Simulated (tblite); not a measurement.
Run report: C$_{2}$H$_{11}$O$_{2}$PSi$_{3}$, geometry relaxation (part 4 of 4)

The same run, continued: C$_{2}$H$_{11}$O$_{2}$PSi$_{3}$, SMILES COC(=O)[SiH2]P([SiH3])[SiH3]; GFN2-xTB geometry optimisation, gas phase (tblite 0.8.0). It belongs to a series of runs on one base structure; here: H on Si replaced by COOCH3.

Geometry of the input (Å):
```
C  4.0715  0.2620  1.0268
O  2.9490  0.0883  0.1941
C  1.6369  0.0430  0.5854
O  1.3341  0.1946  1.7865
Si 0.3778  -0.2113  -0.7353
P  -1.4569  0.9655  -0.4843
Si -2.8485  0.5215  -2.1614
Si -2.5156  0.2722  1.3347
H  4.9427  0.3830  0.3264
H  3.9970  1.1993  1.6253
H  4.3244  -0.6079  1.6506
H  0.9169  0.1385  -2.0734
H  0.1038  -1.6464  -0.7770
H  -3.0834  -0.9487  -2.0808
H  -2.2964  0.9287  -3.4484
H  -4.1457  1.1557  -1.8649
H  -2.6638  -1.1995  1.2675
H  -3.8568  0.9204  1.2695
H  -1.7969  0.5806  2.5511
```

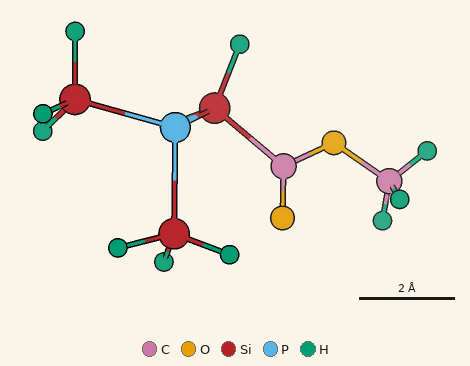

**Figure 1.** The geometry at step 177 of the log (ball-and-stick view, seen at a tilt).

## Trajectory as extended XYZ, continued
```
19
Properties=species:S:1:pos:R:3:forces:R:3 step=159 energy=-700.50933
C     3.5882    0.1723    1.2791   -0.0090   0.0060  -0.0080
O     2.7330    0.0060    0.1477   -0.0030  -0.0160  -0.0020
C     1.4264   -0.0183    0.3735    0.0030   0.0030  -0.0220
O     0.9418    0.0877    1.4783   -0.0140  -0.0100   0.0400
Si    0.4026   -0.1715   -1.2324   -0.0170   0.0120  -0.0130
P    -1.2798    1.1511   -0.7167   -0.0080  -0.0020  -0.0040
Si   -2.9263    0.3727   -1.9955   -0.0140   0.0030   0.0010
Si   -1.7993    0.4279    1.3569   -0.0200  -0.0070  -0.0020
H     4.5775    0.3920    0.8855   -0.0100  -0.0090   0.0180
H     3.2229    0.9910    1.9015    0.0180   0.0090   0.0040
H     3.6027   -0.7433    1.8733    0.0130  -0.0010  -0.0080
H     1.2080    0.3421   -2.3358   -0.0100   0.0080  -0.0020
H     0.1394   -1.6014   -1.4427    0.0080   0.0090   0.0060
H    -3.1828   -1.0603   -1.8234    0.0020   0.0030   0.0030
H    -2.5364    0.6198   -3.3829    0.0120  -0.0040   0.0000
H    -4.1265    1.1352   -1.6558    0.0170  -0.0170   0.0070
H    -1.5288   -0.9930    1.5506    0.0070  -0.0100  -0.0030
H    -3.2627    0.5935    1.4044    0.0080   0.0130  -0.0090
H    -1.2097    1.3358    2.3268    0.0160   0.0110  -0.0060
19
Properties=species:S:1:pos:R:3:forces:R:3 step=163 energy=-700.50997
C     3.5894    0.1718    1.2716    0.0000  -0.0110   0.0030
O     2.7278    0.0057    0.1452   -0.0040   0.0100   0.0010
C     1.4223   -0.0235    0.3790   -0.0050   0.0040   0.0120
O     0.9446    0.0711    1.4884   -0.0030  -0.0050  -0.0240
Si    0.3938   -0.1643   -1.2265    0.0090   0.0060   0.0160
P    -1.2859    1.1611   -0.7105   -0.0020  -0.0040   0.0120
Si   -2.9191    0.3700   -1.9964    0.0040  -0.0070  -0.0110
Si   -1.8085    0.4330    1.3606    0.0160  -0.0100   0.0020
H     4.5782    0.3862    0.8757    0.0030   0.0020  -0.0130
H     3.2331    0.9939    1.8951    0.0030  -0.0070   0.0010
H     3.6061   -0.7438    1.8653   -0.0030  -0.0010   0.0120
H     1.1979    0.3524   -2.3292   -0.0060   0.0080  -0.0040
H     0.1299   -1.5936   -1.4414    0.0020   0.0120   0.0040
H    -3.1624   -1.0647   -1.8238   -0.0050  -0.0050   0.0040
H    -2.5157    0.6167   -3.3796    0.0060  -0.0020  -0.0100
H    -4.1268    1.1226   -1.6681   -0.0060  -0.0030   0.0120
H    -1.5349   -0.9879    1.5500   -0.0010  -0.0100  -0.0030
H    -3.2707    0.5983    1.4058   -0.0050   0.0200   0.0010
H    -1.2088    1.3347    2.3315   -0.0020   0.0040  -0.0160
19
Properties=species:S:1:pos:R:3:forces:R:3 step=168 energy=-700.51067
C     3.5954    0.1605    1.2675    0.0060   0.0040   0.0020
O     2.7249    0.0108    0.1458    0.0000   0.0050   0.0050
C     1.4204   -0.0160    0.3848    0.0050   0.0040  -0.0090
O     0.9456    0.0706    1.4954   -0.0060   0.0010   0.0070
Si    0.3923   -0.1490   -1.2203   -0.0010  -0.0030  -0.0050
P    -1.3017    1.1562   -0.7050    0.0070   0.0060  -0.0060
Si   -2.9195    0.3587   -2.0065   -0.0030  -0.0030   0.0070
Si   -1.8165    0.4363    1.3689   -0.0060   0.0050  -0.0030
H     4.5825    0.3688    0.8636    0.0060  -0.0130   0.0000
H     3.2547    0.9826    1.8993   -0.0120  -0.0010  -0.0010
H     3.6065   -0.7584    1.8563    0.0040  -0.0020   0.0020
H     1.1889    0.3823   -2.3215   -0.0020   0.0040   0.0000
H     0.1399   -1.5790   -1.4441    0.0030   0.0090   0.0000
H    -3.1597   -1.0775   -1.8396   -0.0010  -0.0030   0.0040
H    -2.5006    0.6091   -3.3851   -0.0100   0.0010   0.0060
H    -4.1319    1.1048   -1.6763    0.0080  -0.0110  -0.0090
H    -1.5359   -0.9812    1.5721   -0.0080  -0.0060  -0.0050
H    -3.2788    0.6052    1.4139    0.0050   0.0050   0.0050
H    -1.2162    1.3547    2.3233    0.0050  -0.0030  -0.0020
19
Properties=species:S:1:pos:R:3:forces:R:3 step=173 energy=-700.51087
C     3.5970    0.1601    1.2670   -0.0040  -0.0060   0.0010
O     2.7245    0.0119    0.1465    0.0040  -0.0030  -0.0030
C     1.4203   -0.0170    0.3863   -0.0020  -0.0020   0.0020
O     0.9454    0.0628    1.4976    0.0040   0.0060  -0.0030
Si    0.3916   -0.1455   -1.2188    0.0020   0.0140  -0.0050
P    -1.3025    1.1602   -0.7046   -0.0020  -0.0050  -0.0010
Si   -2.9175    0.3558   -2.0055    0.0060   0.0000   0.0030
Si   -1.8182    0.4374    1.3683    0.0040   0.0030   0.0010
H     4.5843    0.3642    0.8607   -0.0040   0.0060   0.0080
H     3.2552    0.9826    1.8977    0.0120   0.0000   0.0030
H     3.6089   -0.7582    1.8570   -0.0080  -0.0020  -0.0020
H     1.1857    0.3894   -2.3202    0.0010  -0.0010   0.0020
H     0.1385   -1.5744   -1.4432    0.0010  -0.0030  -0.0040
H    -3.1566   -1.0800   -1.8376    0.0030  -0.0100   0.0040
H    -2.4999    0.6084   -3.3836   -0.0020  -0.0030  -0.0050
H    -4.1328    1.0978   -1.6820   -0.0090   0.0030   0.0040
H    -1.5405   -0.9818    1.5692   -0.0110   0.0090  -0.0060
H    -3.2796    0.6112    1.4159    0.0030   0.0030   0.0050
H    -1.2134    1.3545    2.3218    0.0030  -0.0100  -0.0020
19
Properties=species:S:1:pos:R:3:forces:R:3 step=177 energy=-700.51119
C     3.5933    0.1500    1.2713    0.0120   0.0040   0.0020
O     2.7238    0.0138    0.1477   -0.0030  -0.0130  -0.0050
C     1.4189   -0.0110    0.3838    0.0020   0.0120  -0.0170
O     0.9415    0.0689    1.4938   -0.0020   0.0000   0.0050
Si    0.3951   -0.1321   -1.2255   -0.0100  -0.0160   0.0000
P    -1.3077    1.1601   -0.7076    0.0100   0.0050  -0.0070
Si   -2.9183    0.3430   -2.0037   -0.0260   0.0030  -0.0120
Si   -1.8125    0.4441    1.3691   -0.0200   0.0110   0.0140
H     4.5824    0.3505    0.8693    0.0210   0.0050  -0.0060
H     3.2579    0.9719    1.9056   -0.0070   0.0050   0.0110
H     3.5991   -0.7713    1.8560   -0.0160  -0.0100   0.0050
H     1.1867    0.4124   -2.3237    0.0060   0.0000   0.0050
H     0.1477   -1.5621   -1.4586    0.0080   0.0180  -0.0020
H    -3.1559   -1.0934   -1.8342    0.0110   0.0020   0.0050
H    -2.5065    0.5982   -3.3833    0.0040  -0.0110  -0.0010
H    -4.1355    1.0840   -1.6831   -0.0060  -0.0050   0.0080
H    -1.5364   -0.9733    1.5781   -0.0010  -0.0060  -0.0060
H    -3.2747    0.6144    1.4247    0.0080   0.0060  -0.0040
H    -1.2089    1.3713    2.3131    0.0080  -0.0100   0.0050
19
Properties=species:S:1:pos:R:3:forces:R:3 step=182 energy=-700.51237
C     3.5916    0.1264    1.2797   -0.0110  -0.0010   0.0010
O     2.7217    0.0160    0.1520    0.0200   0.0200   0.0100
C     1.4158    0.0019    0.3825    0.0140   0.0000   0.0350
O     0.9348    0.0667    1.4926    0.0070   0.0090  -0.0480
Si    0.4065   -0.0945   -1.2374    0.0020   0.0260  -0.0010
P    -1.3170    1.1716   -0.7245   -0.0240  -0.0120   0.0070
Si   -2.9308    0.3111   -1.9923    0.0200   0.0100   0.0060
Si   -1.8097    0.4680    1.3616    0.0130  -0.0120  -0.0080
H     4.5860    0.3144    0.8814   -0.0230  -0.0250   0.0150
H     3.2705    0.9487    1.9223   -0.0080  -0.0120  -0.0130
H     3.5730   -0.8013    1.8555    0.0170   0.0170  -0.0080
H     1.2083    0.4732   -2.3167    0.0030   0.0130   0.0090
H     0.1886   -1.5204   -1.5012   -0.0170  -0.0430  -0.0070
H    -3.1452   -1.1267   -1.8022    0.0130   0.0100   0.0010
H    -2.5374    0.5613   -3.3772    0.0100  -0.0190  -0.0220
H    -4.1539    1.0392   -1.6706   -0.0270   0.0040   0.0210
H    -1.5522   -0.9545    1.5649    0.0090   0.0070   0.0000
H    -3.2691    0.6466    1.4224   -0.0170   0.0230   0.0030
H    -1.1915    1.3917    2.2999   -0.0020  -0.0150   0.0000
19
Properties=species:S:1:pos:R:3:forces:R:3 step=187 energy=-700.51474
C     3.5744    0.0721    1.3003    0.0060   0.0000  -0.0150
O     2.7272    0.0231    0.1520   -0.0100  -0.0060  -0.0080
C     1.4180    0.0367    0.3609   -0.0070  -0.0020  -0.0260
O     0.9232    0.0879    1.4651   -0.0150   0.0010   0.0140
Si    0.4218   -0.0136   -1.2711    0.0000  -0.0380  -0.0070
P    -1.3420    1.1944   -0.7467    0.0280   0.0000   0.0070
Si   -2.9397    0.2483   -1.9679   -0.0190   0.0080  -0.0120
Si   -1.8022    0.5102    1.3516   -0.0020  -0.0010  -0.0100
H     4.5826    0.2269    0.9258    0.0130   0.0030   0.0150
H     3.2703    0.8911    1.9546    0.0050  -0.0070  -0.0010
H     3.5098   -0.8676    1.8522   -0.0030   0.0090   0.0020
H     1.2285    0.6131   -2.3149   -0.0120   0.0000   0.0120
H     0.2365   -1.4381   -1.5917    0.0030   0.0510   0.0120
H    -3.0898   -1.1911   -1.7309   -0.0030   0.0140  -0.0100
H    -2.5688    0.4699   -3.3651   -0.0100  -0.0150  -0.0020
H    -4.1868    0.9381   -1.6415    0.0200  -0.0220  -0.0040
H    -1.5571   -0.9136    1.5577   -0.0010   0.0030   0.0060
H    -3.2587    0.7153    1.4354    0.0100   0.0050   0.0000
H    -1.1569    1.4365    2.2668   -0.0010  -0.0010   0.0260
19
Properties=species:S:1:pos:R:3:forces:R:3 step=191 energy=-700.51524
C     3.5725    0.0539    1.3010   -0.0060  -0.0040   0.0010
O     2.7258    0.0252    0.1510    0.0100  -0.0010   0.0000
C     1.4160    0.0469    0.3570    0.0090  -0.0030   0.0030
O     0.9181    0.0909    1.4601   -0.0020   0.0030   0.0120
Si    0.4244    0.0116   -1.2770    0.0040   0.0210   0.0010
P    -1.3500    1.2019   -0.7505   -0.0100  -0.0050  -0.0110
Si   -2.9410    0.2294   -1.9642    0.0180  -0.0030   0.0060
Si   -1.8028    0.5261    1.3516    0.0090   0.0020   0.0000
H     4.5853    0.1971    0.9337   -0.0080   0.0020  -0.0050
H     3.2791    0.8713    1.9622   -0.0010  -0.0020  -0.0070
H     3.4928   -0.8886    1.8461   -0.0040   0.0040   0.0010
H     1.2297    0.6607   -2.3071   -0.0020   0.0040  -0.0030
H     0.2557   -1.4068   -1.6145   -0.0100  -0.0160  -0.0070
H    -3.0723   -1.2099   -1.7175   -0.0020   0.0040  -0.0050
H    -2.5742    0.4407   -3.3634   -0.0060  -0.0050  -0.0120
H    -4.1990    0.8988   -1.6432    0.0060   0.0000   0.0040
H    -1.5610   -0.8972    1.5621   -0.0030  -0.0080   0.0060
H    -3.2577    0.7367    1.4407    0.0020   0.0060  -0.0010
H    -1.1511    1.4508    2.2644   -0.0040  -0.0010   0.0170
19
Properties=species:S:1:pos:R:3:forces:R:3 step=196 energy=-700.51554
C     3.5679    0.0453    1.3005    0.0030   0.0010   0.0050
O     2.7238    0.0298    0.1490    0.0000  -0.0040  -0.0020
C     1.4142    0.0511    0.3545   -0.0040   0.0000  -0.0030
O     0.9156    0.0863    1.4578    0.0000   0.0000   0.0030
Si    0.4248    0.0299   -1.2810   -0.0040  -0.0090   0.0010
P    -1.3555    1.2090   -0.7510    0.0010   0.0060   0.0060
Si   -2.9336    0.2160   -1.9627   -0.0010  -0.0040  -0.0080
Si   -1.8010    0.5350    1.3549   -0.0010  -0.0040   0.0010
H     4.5823    0.1798    0.9351    0.0050  -0.0010  -0.0030
H     3.2824    0.8631    1.9641   -0.0050   0.0060  -0.0010
H     3.4766   -0.8978    1.8422    0.0000  -0.0040   0.0030
H     1.2294    0.6876   -2.3059    0.0010   0.0030  -0.0020
H     0.2534   -1.3868   -1.6300    0.0020   0.0070  -0.0010
H    -3.0509   -1.2228   -1.7093   -0.0030  -0.0070  -0.0020
H    -2.5722    0.4202   -3.3650   -0.0020   0.0010   0.0020
H    -4.1978    0.8742   -1.6443    0.0000   0.0030   0.0020
H    -1.5733   -0.8916    1.5635    0.0030   0.0060   0.0020
H    -3.2539    0.7580    1.4502    0.0040   0.0050  -0.0050
H    -1.1421    1.4533    2.2699   -0.0020  -0.0050   0.0040
```

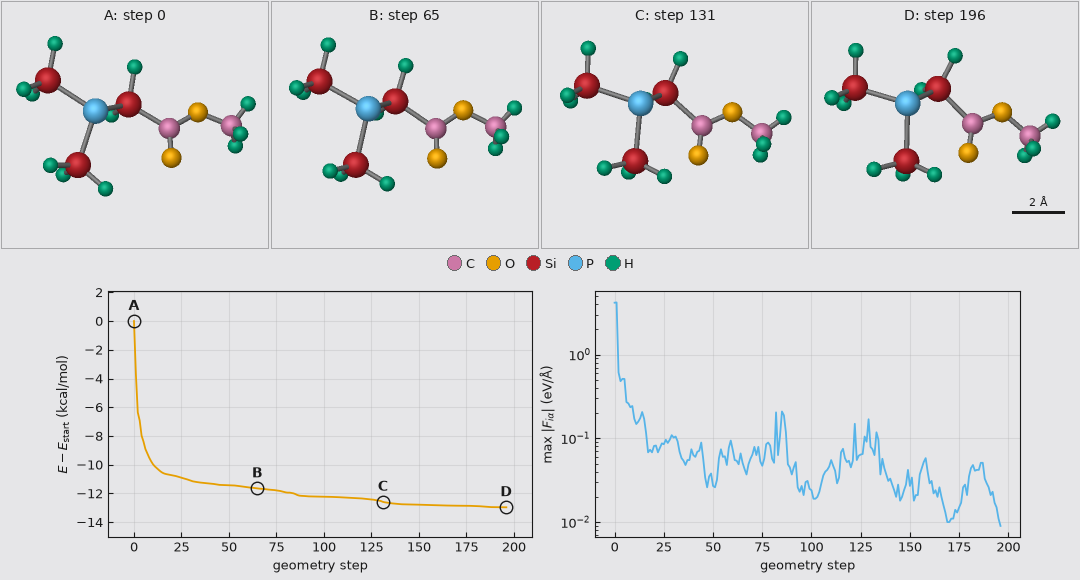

**Figure 2.** Frames of the relaxation (ball-and-stick view, seen at a tilt) above the curves, on which the letters mark them (steps are counted from 0).

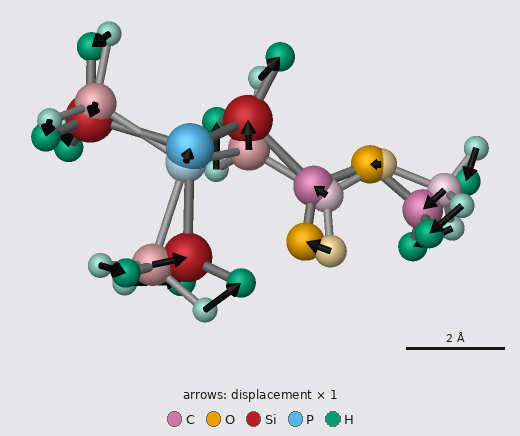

**Figure 3.** Start (faint) and end (solid) with the displacements as black arrows, at true length (ball-and-stick view, seen at a tilt). The two geometries are laid on each other by the best rigid fit. After 196 geometry steps the energy has fallen by 13.0 kcal/mol. Largest force component: 4.2 eV/Å at the start, 0.009 eV/Å at the end. H17 moves most after the best rigid fit: 1.16 Å. By element the largest moves are H 1.16 Å, Si 0.73 Å, C 0.60 Å, O 0.55 Å, P 0.34 Å. Distances before and after: C3–Si5 1.842 → 1.912 Å, O2–C3 1.370 → 1.326 Å, P6–Si8 2.216 → 2.256 Å, C1–H9 1.124 → 1.087 Å. Among the angles that change: C3–Si5–P6 114.5° → 101.9°, H17–Si8–H19 107.5° → 117.2°, C1–O2–C3 126.8° → 117.3°. (Atoms are counted from 1 in the order of the input.)
